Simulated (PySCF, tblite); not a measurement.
**C₅H₁₂O₂SSi: geometry, infrared bands and NMR shifts**

Wanted: the infrared bands and NMR shifts of C₅H₁₂O₂SSi (`CS[SiH2]OC(C)(C)C=O`), by calculation.

Programs: tblite 0.8.0 and PySCF 2.14.0, with density-fitted response routines of our own. Each step states its level of theory. These are calculated values for one molecule in the gas phase, unless marked as measured. Atoms are numbered from 0 throughout.

### 1 The molecule as given

21 atoms, charge 0, multiplicity 1; geometry from: force field or distance geometry start.

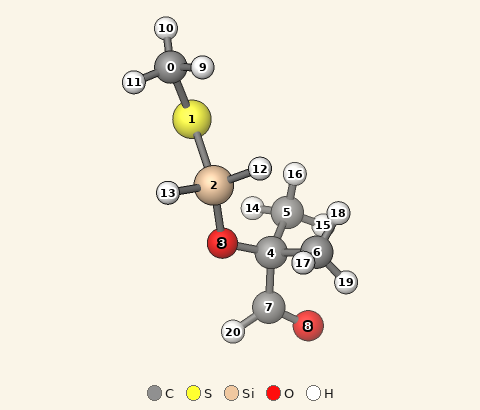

The starting geometry (carbon grey, sulfur yellow, silicon light orange, oxygen red, hydrogen white), atoms numbered.

### 2 Optimising the geometry with GFN2-xTB

The job: settings as JSON, then the geometry in Å.

```
{"job": {"kind": "relax", "xc": "GFN2-xTB", "basis": "xTB"}, "charge": 0, "multiplicity": 1}
C      3.959800     0.517900    -0.096500
S      2.285900     1.115900     0.404300
Si     1.066300    -0.649400     0.356200
O     -0.437800    -0.474700     1.077300
C     -1.456600     0.064800     0.327600
C     -1.194500     1.449200    -0.181100
C     -1.755900    -0.754700    -0.921600
C     -2.674000     0.019300     1.175300
O     -3.745800     0.444100     0.725700
H      3.760400    -0.121500    -0.979300
H      4.645200     1.330000    -0.310200
H      4.303100    -0.158400     0.717300
H      1.013900    -1.103800    -1.035200
H      1.814500    -1.659900     1.142400
H     -0.856800     2.060300     0.697000
H     -2.106700     1.911300    -0.624400
H     -0.390000     1.414800    -0.924900
H     -1.473700    -1.822600    -0.807200
H     -1.279200    -0.315100    -1.831000
H     -2.844400    -0.702800    -1.095000
H     -2.642600    -0.393200     2.182600
```

Command:

```
$ OMP_NUM_THREADS=1 python probes_run.py task.json out
```

The driver reads the jobs from task.json and runs them one after another.

**Question.** This job is followed by: GFN2-xTB harmonic vibrations, gas phase; GIAO PBE0/pcSseg-1 NMR shielding, non-relativistic, gas phase. What will the session give for the following? strongest single infrared mode (GFN2-xTB); zero-point energy (GFN2-xTB); 13C shifts against TMS (PBE0/pcSseg-1, means over atoms taken as alike); 1H shifts against TMS (PBE0/pcSseg-1, means over atoms taken as alike); 33S shifts against CS2 (PBE0/pcSseg-1); 29Si shifts against TMS (PBE0/pcSseg-1); 17O shifts against H2O (PBE0/pcSseg-1).

**Answer**, as computed:

| quantity | value |
| --- | --- |
| strongest single infrared mode (GFN2-xTB) | 1798 cm⁻¹, 274 km/mol |
| zero-point energy (GFN2-xTB) | 100.4 kcal/mol |
| 13C shifts against TMS (PBE0/pcSseg-1, means over atoms taken as alike) | 215.0, 81.8, 26.5, 9.8 ppm |
| 1H shifts against TMS (PBE0/pcSseg-1, means over atoms taken as alike) | 10.20, 5.46, 1.92, 1.43 ppm |
| 33S shifts against CS2 (PBE0/pcSseg-1) | -195 ppm |
| 29Si shifts against TMS (PBE0/pcSseg-1) | -19.2 ppm |
| 17O shifts against H2O (PBE0/pcSseg-1) | 673.3, 71.2 ppm |

Relaxing lowered the energy by 0.722 eV in 191 steps; the close pair that moved most is Si2–O3, from 1.677 to 1.607 Å. No mode is imaginary among the 57: a minimum at this level. The strongest single mode, at 1798 cm⁻¹, moves mainly C7 and O8. Unscaled tight-binding wavenumbers are off by several per cent, some by more. Its intensities can rank the bands wrongly. C7 (aldehyde carbonyl carbon) lies farthest downfield among carbon, at 215.0 ppm; the double bond to the heteroatom, with no lone-pair donor beside it, deshields it most. H20 (hydrogen on an aldehyde carbonyl carbon) lies farthest downfield among hydrogen, at 10.20 ppm; deshielded by the polar, anisotropic C=O bond. At PBE0/pcSseg-1: The widest tensor belongs to O8: span 1320 ppm, with a paramagnetic part of -732 ppm.
